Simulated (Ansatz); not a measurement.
Process, species as SMILES: F (HF) → [F-] + H+
B3LYP-D3(BJ)/def2-TZVP geometries, fixed; electronic energies without zero-point terms.

Basis-set convergence of the deprotonation energy at MP2 with Ansatz (a quantum-chemistry and plane-wave program). Cartesian d functions, on some or all atoms, in 6-31G*, 6-31G**; all else is spherical. Cores are frozen. No added dispersion term, no relativity. Functions are those of the species that has most. Reference: Hartree-Fock in aug-cc-pV5Z plus the correlation part extrapolated as X^-3 from aug-cc-pVQZ and aug-cc-pV5Z, 372.97 kcal/mol, itself unsure by roughly 0.17 kcal/mol (a third of the extrapolation step and of the last Hartree-Fock step). Deviations are taken from unrounded values.

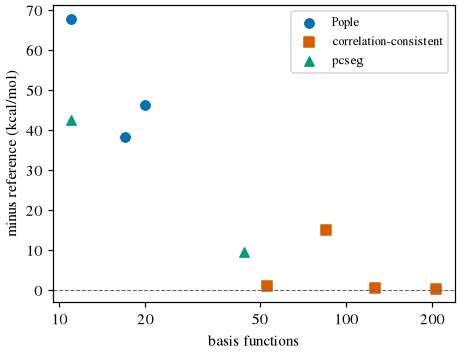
Figure. Deviation from the reference against the number of basis functions, by family of sets.

```tsv
basis	functions	deprotonation energy (kcal/mol)	minus reference (kcal/mol)
3-21G	11	440.83	67.86
pcseg-0	11	415.36	42.39
6-31G*	17	411.31	38.34
6-31G**	20	419.19	46.22
pcseg-2	44	382.46	9.49
jun-cc-pV(T+d)Z	53	373.99	1.02
cc-pVQZ	85	388.10	15.13
aug-cc-pVQZ	126	373.57	0.60
aug-cc-pV5Z	207	373.34	0.37
```
